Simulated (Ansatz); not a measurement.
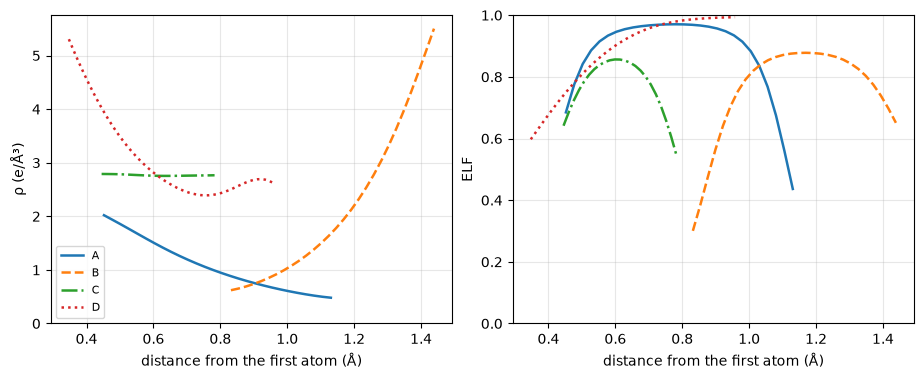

The picture shows: C$_{2}$H$_{4}$AlO (SMILES C#[C][AlH2-][OH]) (charge −1). Total electron density and electron localisation function along straight lines between neighbouring atoms. The curves leave out the atomic cores.

Geometry: PBE0-D3(BJ)/def2-SVPD.

These are results of isolated molecule in a Gaussian basis; Kohn-Sham density functional theory, functional PBE0 (Ansatz), not measurements.

```yaml
atoms:
  - { symbol: C, position_ang: [-1.1047, 1.0819, -2.2114] }
  - { symbol: C, position_ang: [-0.3970, 0.6217, -1.3199] }
  - { symbol: Al, position_ang: [0.7838, -0.1168, 0.1288] }
  - { symbol: O, position_ang: [0.2228, 0.5345, 1.7083] }
  - { symbol: H, position_ang: [-1.7264, 1.4811, -2.9911] }
  - { symbol: H, position_ang: [2.3095, 0.3673, -0.2194] }
  - { symbol: H, position_ang: [0.6477, -1.7386, 0.1727] }
  - { symbol: H, position_ang: [0.0813, 1.4816, 1.7304] }
```

Which curve belongs to which contact (Al–O, C–Al, C–C and O–H)? The first atom named is at distance zero.

Answer. Curve A: C–Al (2.01 Å): ρ is about 0.6 e/Å³ halfway; the ELF peaks at about 1 between the atoms (a shared but strongly polarised pair). Curve B: Al–O (1.80 Å): ρ is about 0.74 e/Å³ halfway; the ELF peaks at about 0.90 in the valence shell of O, 0.6 Å from its nucleus, and is about 0.55 at the midpoint. Curve C: C–C (1.23 Å): the density is about 2.8 e/Å³ at the midpoint; the ELF peaks at about 0.85 between the atoms: a multiple bond. Curve D: O–H (0.96 Å): the density is about 3.7 e/Å³ at the midpoint; the ELF climbs to about 1 towards the hydrogen, as it does in any bond to H: an ordinary covalent bond to hydrogen.
